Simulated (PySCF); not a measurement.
# UB2PLYP/STO-6G run of CH4Si (SMILES [CH][SiH3])

What is the vertical ionisation energy of CH4Si at UB2PLYP/STO-6G? Input form: a Python script.

Program for the calculation: PySCF 2.14.0.

7 further runs of the same task are left out: 7 set aside as unsound or not needed.

## 1. Starting point

CH4Si has 6 atoms, charge 0, and is taken as a triplet. SMILES: `[CH][SiH3]`. The coordinates come from a GFN2-xTB relaxation.

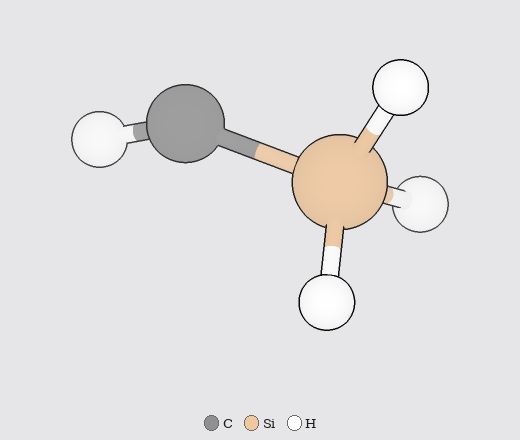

The structure, seen from a chosen angle (carbon grey, silicon light orange, hydrogen white).

## 2. A single-point energy at UB2PLYP/STO-6G

File input.py:

```python
from pyscf import gto, dft, mp

mol = gto.M(
    atom='''
C        0.667310      -0.852170       0.734600
Si      -0.258900       0.404300      -0.178590
H        1.137890      -1.813490       0.730980
H       -1.544120      -0.143200      -0.644620
H        0.511450       0.860970      -1.347520
H       -0.513620       1.543590       0.705170
''',
    max_memory=1860,
    basis='sto-6g',
    verbose=3,
    spin=2,
)

mf = dft.UKS(mol, xc='0.53*HF + 0.47*B88, 0.73*LYP')
mf.grids.level = 5
mf.conv_tol = 1e-10
mf.kernel()
if not mf.converged:
    mf = mf.newton().run(mf.mo_coeff, mf.mo_occ)

pt = mp.MP2(mf, frozen=6).run()
energy = mf.e_tot + 0.27 * pt.e_corr
print('PT2 part  %.8f' % (0.27 * pt.e_corr))
print('Final energy', energy)
```

Run with:

```console
$ OMP_NUM_THREADS=1 python input.py
```

Output:

```text
WARN: HOMO -0.0945939537627213 >= LUMO -0.115838461758036

converged SCF energy = -328.463166692914  <S^2> = 2.0151177  2S+1 = 3.0100616
E(UMP2) = -328.540760958707  E_corr = -0.0775942657934662
E(SCS-UMP2) = -328.552248960223  E_corr = -0.0890822673091342
PT2 part  -0.02095045
Final energy -328.48411714467784
```

Wall time 5.4 s (1 thread of Arm Neoverse V1, shared host); peak memory 0.2 GiB.

## 3. The doublet cation

File input.py:

```python
from pyscf import gto, dft, mp

system = gto.M(
    atom='''
C    0.667310  -0.852170   0.734600
Si  -0.258900   0.404300  -0.178590
H    1.137890  -1.813490   0.730980
H   -1.544120  -0.143200  -0.644620
H    0.511450   0.860970  -1.347520
H   -0.513620   1.543590   0.705170
''',
    basis='sto-6g',
    charge=1,
    verbose=3,
    max_memory=1860,
    spin=1,
)

mf = dft.UKS(system, xc='0.53*HF + 0.47*B88, 0.73*LYP')
mf.conv_tol = 1e-10
mf.grids.level = 5
mf.kernel()
if not mf.converged:
    mf = mf.newton().run(mf.mo_coeff, mf.mo_occ)

pt = mp.MP2(mf, frozen=6).run()
etot = mf.e_tot + 0.27 * pt.e_corr
print('PT2 part  %.8f' % (0.27 * pt.e_corr))
print('Final energy', etot)
```

Run with:

```console
$ OMP_NUM_THREADS=1 python input.py
```

Output:

```text
converged SCF energy = -328.182739808855  <S^2> = 0.75488437  2S+1 = 2.0048784
E(UMP2) = -328.276827645259  E_corr = -0.0940878364036234
E(SCS-UMP2) = -328.288729066309  E_corr = -0.105989257454051
PT2 part  -0.02540372
Final energy -328.20814352468426
```

Run time: 5.4 s. Hardware: 1 thread of Arm Neoverse V1, shared host; peak memory 0.2 GiB.

## 4. What came out

Level: UB2PLYP/STO-6G, 6 core orbitals frozen.

| quantity | value |
| --- | --- |
| triplet CH4Si: total energy | -328.48412 Eh |
| triplet CH4Si: dipole moment (SCF part) | 0.25 D |
| triplet CH4Si: HOMO energy (SCF part's orbitals) (highest over α and β) | -5.95 eV |
| triplet CH4Si: LUMO energy (SCF part's orbitals) (lowest over α and β) | 4.75 eV |
| triplet CH4Si: ⟨S²⟩ | 2.015 |
| doublet cation: total energy | -328.20814 Eh |
| doublet cation: HOMO energy (SCF part's orbitals) (highest over α and β) | -15.70 eV |
| doublet cation: LUMO energy (SCF part's orbitals) (lowest over α and β) | -9.08 eV |
| doublet cation: ⟨S²⟩ | 0.755 |
| vertical ionisation energy (to the doublet cation) | 7.510 eV |

**Reading.** The vertical ionisation energy comes to 7.51 eV (725 kJ/mol). In a minimal basis such a difference can be off by several eV, whatever the method.
